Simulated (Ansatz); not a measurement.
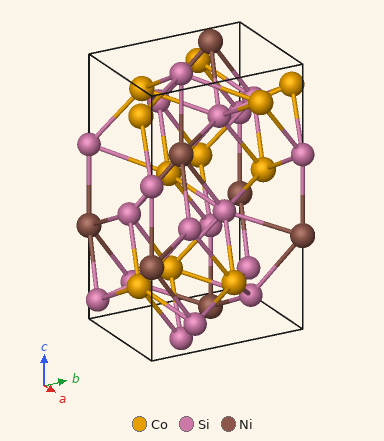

An orthographic ball-and-stick view of the structure, slightly off an axis. Thin lines show the conventional unit cell, with boundary atoms drawn in all their periodic places.

Co₃Si₄Ni, space group R3 (No. 146), a = 6.279 Å, b = 6.279 Å, c = 7.728 Å, α = 90.00°, β = 90.00°, γ = 120.00°. The initial geometry was a structure type filled with these elements by a generator (whether the compound takes this form wasn't checked). Earlier steps of the study may have refined or changed the cell and positions. A calculation with Ansatz used it as input.

This one geometry was computed with Ansatz (DFT, plane waves, PAW) at three levels of theory: r2SCAN, LDA and PBE.

Question: Which level gives the highest pressure at this volume, and what does that say about its equilibrium volume?

Answer: Highest: PBE (0.0 GPa), which points to the largest equilibrium volume. Lowest, with the smallest volume: LDA (-12.2 GPa). Levels within 0.5 GPa of each other can't be told apart.

Question: How does the band gap change with the level of theory?

Answer: All levels give a metal.

Question: Collect the results in a table.

Answer:
| level | cutoff (eV) | k-mesh of the run's cell | gap (eV) | pressure (GPa) |
| --- | --- | --- | --- | --- |
| r2SCAN | 500 | 12×12×12 | metal | -7.3 |
| LDA | 420 | 12×12×12 | metal | -12.2 |
| PBE | 420 | 12×12×12 | metal | 0.0 |

Gaps are taken on the k-mesh or band path of each run.
